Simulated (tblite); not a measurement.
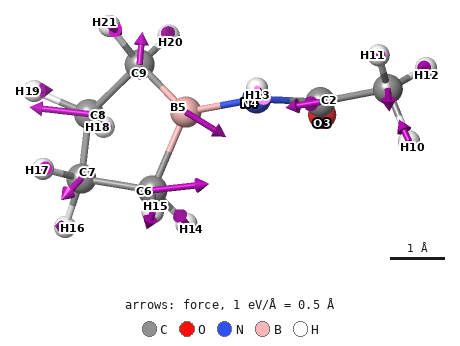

Starting geometry of C6H12BNO with the computed forces as purple arrows. The picture is a ball-and-stick view, seen at a tilt.

Level of theory: GFN2-xTB geometry optimisation, gas phase in tblite. 

> Is this structure relaxed? If not, where do the atoms go?

It isn't relaxed: the largest force vector, on the O atom, is 2.78 eV/Å. The final displacements follow the starting forces only in part (cosine between the two patterns 0.32). After 148 geometry steps the energy has fallen by 1.281 eV. The O atom moves most after the best rigid fit: 1.95 Å. By element the largest moves are O 1.95 Å, H 1.72 Å, N 0.67 Å, C 0.63 Å, B 0.51 Å. Some distances before and after: B–N 1.525 → 1.416 Å, H–N 1.067 → 1.012 Å, C–C 1.490 → 1.538 Å, C–N 1.422 → 1.382 Å. Among the angles between lasting bonds that change: B–C–H 105.2° → 116.6°, C–N–B 119.2° → 127.0°, C–C–H 104.2° → 111.9°. Groups turn about B–N by about 85°, C–C by about 35°.
